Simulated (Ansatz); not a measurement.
# Depolarisation of Na on Al(110): the Topping model put to the test

In Topping's model the dipole per adsorbate falls as μ = μ₀/(1 + 9αn^(3/2)), with n the density and α a polarisability, so 1/μ is a straight line in n^(3/2).

**Method.** Ansatz 0.2.0, plane waves with PAW datasets (its set soft_2), LDA; 5 layers at the tabulated experimental lattice constant with the lower two held, adsorbates relaxed from the hollow site, dipole correction. μ is the change of the cell's dipole per adsorbate, positive end outwards.

| run | n^(3/2) (nm⁻³) | 1/μ (1/D) |
| --- | --- | --- |
| 0.111 ML | 0.94 | 0.472 |
| 0.25 ML | 3.16 | ? |
| 1 ML | 25.32 | 2.524 |

Q: Estimate the withheld value from the rows shown.

Two rows fix a line: slope = (2.524 − 0.472) / (25.32 − 0.94) = 0.08417, intercept 0.39285. The intercept gives μ₀ = 1/0.3928 = 2.55 D, and slope over intercept 9α = 0.214 nm³, or α = 24 Å³, an effective value that holds the metal's image. At 3.16 it gives 0.08417 × 3.16 + 0.39285 = 0.659 1/D. Rounding of the rows alone allows about ±0.001 1/D there; two rows can't show whether the line holds.

The run itself gives 0.582 1/D: a miss of −0.077 1/D, or 13.2 % of the value. In dipoles that is 1.52 D predicted against 1.72 D found. A miss this large means that the model doesn't hold over this range, and μ₀ and α above are fit values without physical meaning.

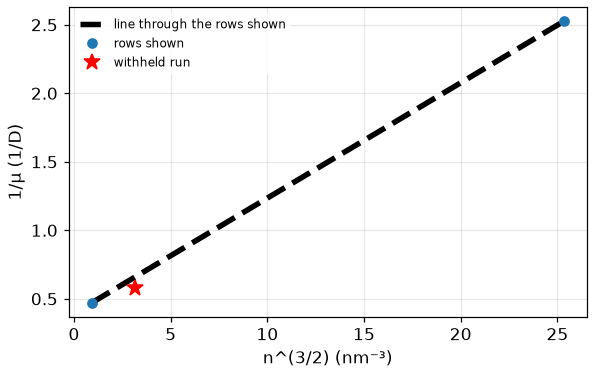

The fit and the withheld run.

Caveats: Heights and bonding change with coverage, which the model leaves out; its factor is about 9 for square and hexagonal arrays and differs for rectangular ones and rows; and slabs this thin add errors of their own. Other coverages were run too and are left out of this fit, which takes cells with one adsorbate each. The test is put only to electropositive adsorbates whose dipole falls by a fifth or more between the two rows shown.
